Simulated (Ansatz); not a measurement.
ZnGe2N2

The calculation's input:

```
crystal:
  lattice:
    - [6.4394091778, -3.0252029137, 0.0]
    - [6.4394091778, 3.0252029137, 0.0]
    - [0.0, 0.0, 5.2999451566]
  atoms:
    - { symbol: Zn, position: [0.1388842592, 0.8611157408, 0.7931451212] }
    - { symbol: Zn, position: [0.8611157408, 0.1388842592, 0.2931451212] }
    - { symbol: Ge, position: [0.3376281439, 0.0490010406, 0.8105521264] }
    - { symbol: Ge, position: [0.9509989594, 0.6623718561, 0.8105521264] }
    - { symbol: Ge, position: [0.6623718561, 0.9509989594, 0.3105521264] }
    - { symbol: Ge, position: [0.0490010406, 0.3376281439, 0.3105521264] }
    - { symbol: "N", position: [0.3576471389, 0.1276176856, 0.144875833] }
    - { symbol: "N", position: [0.8723823144, 0.6423528611, 0.144875833] }
    - { symbol: "N", position: [0.6423528611, 0.8723823144, 0.644875833] }
    - { symbol: "N", position: [0.1276176856, 0.3576471389, 0.644875833] }
basis:
  ecutwfc: 420
kpoints:
  mp_grid: { grid: [6, 6, 6] }
hamiltonian:
  xc: pbe
scf:
  occupations: { method: gaussian, width: 0.1 }
output:
  forces: true
  stress: true
  eigenvalues: true
  write_density: true
  write_potential: true
  elf: true
  volumetric_format: npy
relax:
  adjacent_minimum: "off"
  f_tol: 0.01
  max_steps: 30
  cell: { stress_tol: 0.1, fix: [volume] }
```

Run with:

```sh
ansatz run input.yaml --threads 1 --pin off --max-ram 2560MiB --backend cpu --events-out ev --progress --plain --runs-dir out
```

Below, planes, directions and counts refer to the conventional cell (a = 12.90 Å, b = 6.05 Å, c = 5.29 Å, α = 90.00°, β = 90.00°, γ = 90.00°).

The fields are those of the relaxed geometry.

Space group Cmc2₁; a structure from a database of computed crystals, not necessarily the ambient phase; a generated structure, not necessarily the stable one; changed on purpose from its base cell (volume × 1.03, shape and atoms relaxed).

All numbers below come from DFT PBE, scalar-relativistic, plane waves, PAW in Ansatz 0.2.0.

### What will maps of the valence pseudo-density and electron localisation function show?

Ge–N (1.88 Å): ρ is about 0.91 e/Å³ halfway; the ELF peaks at about 0.85 in the valence shell of N, 0.7 Å from its nucleus, and is about 0.60 at the midpoint.

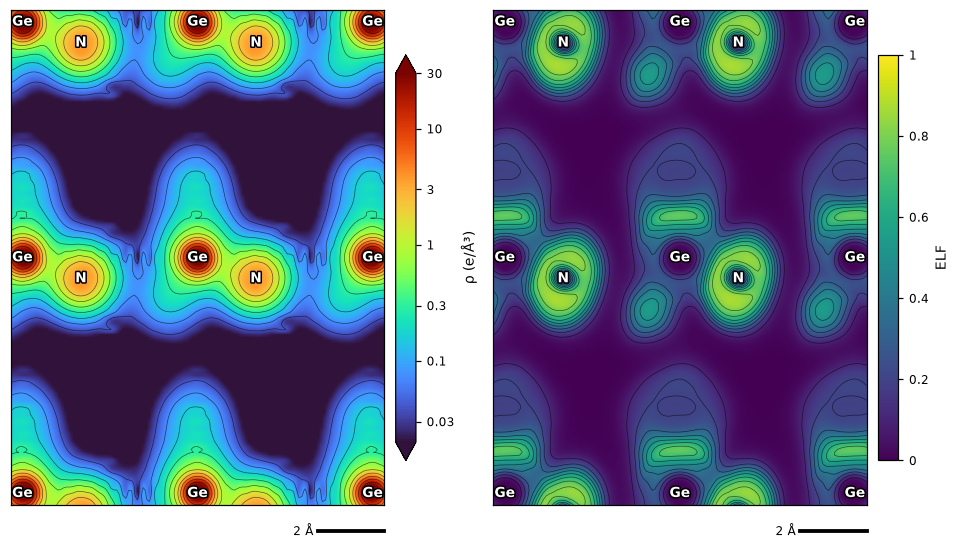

Computed valence pseudo-density and electron localisation function on the (11̄0) plane of the conventional cell, in this order. 

Core electrons are frozen (PAW), and the valence fields are smoothed inside the atomic spheres.
